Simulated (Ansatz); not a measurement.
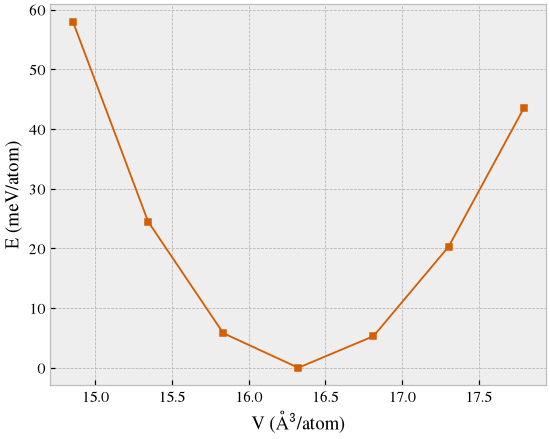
Figure: Ti5Si in space group R32 (No. 155; Ti on 6c, Ti on 9d, Si on 3b) under volume change, DFT-PBE in the program Ansatz with PAW potentials, shape and atoms relaxed at each volume.

What does a third-order Birch–Murnaghan fit give for V₀, B₀ and B′?

V₀ = 16.32 Å³/atom, B₀ = 121 GPa, B′ = 3.8.

The first step of the workflow began from a Materials Project structure, measured or hypothetical; the Crystallography Open Database copy checked does not list it. Whether it is the stable phase at ambient conditions was not checked. The cell was relaxed with PBE under the symmetry of its start; whether a distortion lowers the energy is not shown. The run is not spin-polarised.

Potentials: the later of the program's two PAW sets.
